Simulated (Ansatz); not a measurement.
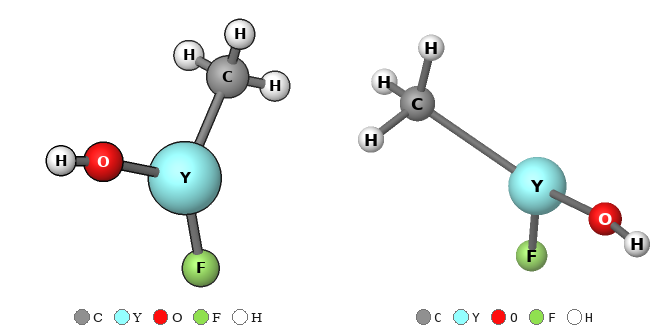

Both panels show the same species.

The species is neutral and a spin singlet. The geometry was computed by an optimisation with PBE0-D4/def2-TZVP.

**Which formula does it have?**

CH₄FOY, 8 atoms: 1 carbon, 4 hydrogen, 1 fluorine, 1 oxygen and 1 yttrium.

**What is the point group of this geometry?**

C1.

**How many bonds of each kind are drawn?**

3 C–H, 1 C–Y, 1 O–Y, 1 F–Y, 1 O–H.

**What is its SMILES?**

[CH3][Y]([OH])[F]

**How many atoms are distinct by symmetry?**

8: 1 C, 1 Y, 1 O, 1 F, 1 H, 1 H, 1 H, 1 H.

The parts below concern this one geometry. Atoms keep their numbers from picture to picture.

**Vibrations**

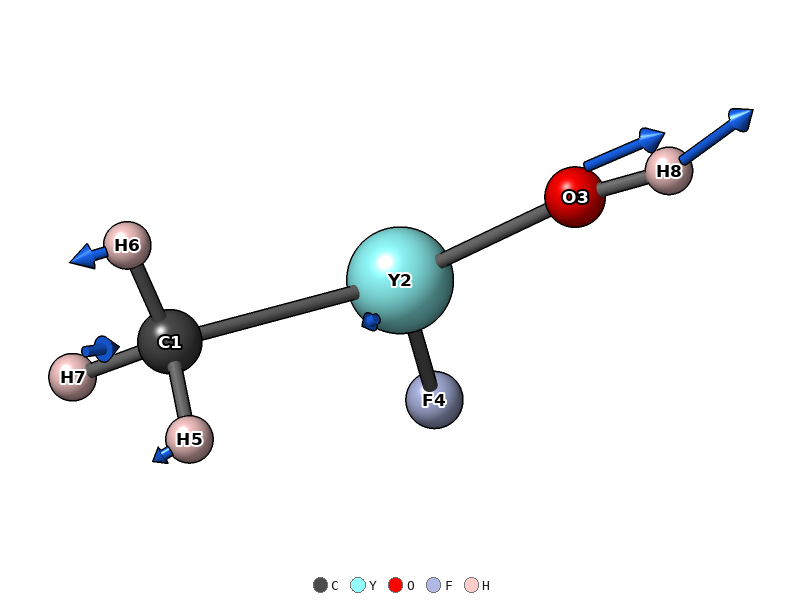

The arrows show one normal mode. Harmonic vibrations computed with RKS PBE0-D4/def2-TZVP, core potentials on Y (Ansatz 0.2.0) at a stationary point of the same level.

**Describe the motion.**

Mostly Y–O stretching.

**At what wavenumber does it lie?**

638 cm⁻¹; it is mode 11 of 18 counted from the lowest.

**Dipole moment**

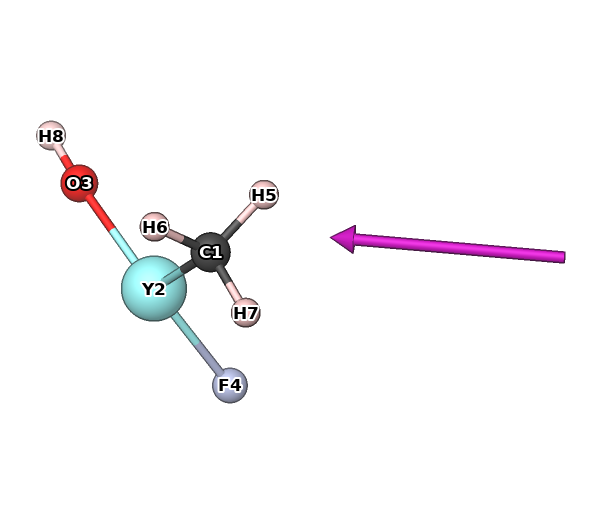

The arrow beside the molecule shows the direction of the dipole moment, from the negative to the positive end (its length means nothing). Method: RKS r2SCAN-D4/def2-TZVPP, core potentials on Y (Ansatz 0.2.0).

**Estimate the dipole moment.**

2.73 D; it points from the side of H5, H7 to the side of H8 (the outermost atoms at the two ends).

**Charges**

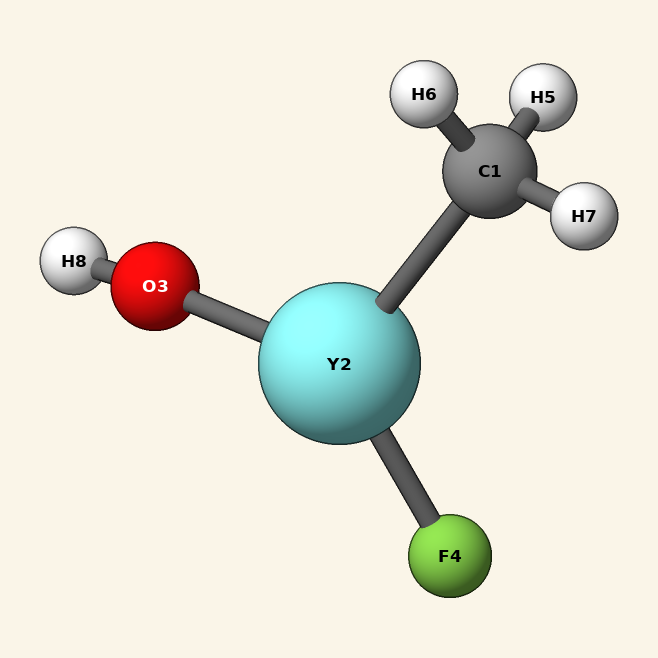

The questions are on Mulliken charges. Level of theory: RKS r2SCAN-D4/def2-TZVPP, core potentials on Y (Ansatz 0.2.0).

**Which atom carries the highest charge (most positive or least negative)?**

Y2 (1.30 e).

**And the lowest?**

O3 (−0.61 e).

Give the Mulliken charges atom by atom.

```tsv
atom	value (e)
C1	−0.60
Y2	1.30
O3	−0.61
F4	−0.50
H5	0.08
H6	0.07
H7	0.07
H8	0.20
```

Mulliken values depend strongly on the basis set and can even reverse the polarity of a bond.
